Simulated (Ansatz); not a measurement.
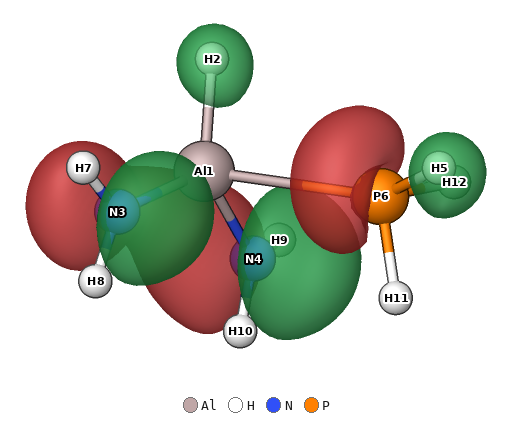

The picture shows: AlH8N2P. The HOMO−1 at ±0.1 Å⁻³ᐟ² (green and red are the two phases), seen from one side.

Level of theory: RKS PBE-D4/def2-SVP (Ansatz 0.2.0).

Input file:

```
crystal:
  periodic: [false, false, false]
  atoms:
    - { symbol: Al, position_ang: [-0.784342, 0.704899, 0.029184] }
    - { symbol: H, position_ang: [-0.061598, 0.712855, -1.335998] }
    - { symbol: "N", position_ang: [-0.384326, 1.945534, 1.252876] }
    - { symbol: "N", position_ang: [-2.005494, -0.559403, 0.36444] }
    - { symbol: H, position_ang: [1.573367, -0.318712, -1.34412] }
    - { symbol: P, position_ang: [2.081738, -1.364062, -0.552128] }
    - { symbol: H, position_ang: [0.319398, 2.670117, 1.096346] }
    - { symbol: H, position_ang: [-0.744892, 2.017071, 2.20639] }
    - { symbol: H, position_ang: [-2.278537, -1.264845, -0.32366] }
    - { symbol: H, position_ang: [-2.51246, -0.718809, 1.238253] }
    - { symbol: H, position_ang: [3.337602, -1.457383, -1.254469] }
    - { symbol: H, position_ang: [1.459444, -2.367461, -1.377214] }
basis:
  gaussian: { orbitals: def2-SVP }
hamiltonian:
  xc: pbe
  dispersion: d4
relax:
  f_tol: 0.03
  max_steps: 50
output:
  orbitals: {}
```

Launched as:

```sh
ansatz run input.yaml --threads 2 --pin off --max-ram 3072MiB --backend cpu --events-out ev --progress --plain --runs-dir out
```

The fields are those of the relaxed geometry.

### Describe this orbital and give its energy.

Its weight (Hirshfeld) is mainly on N4 (about 40 %), N3 (about 20 %), Al1 (about 10 %) and P6 (about 10 %); largely a combination of lone pairs on N4, N3 and P6. Its energy is −5.04 eV.
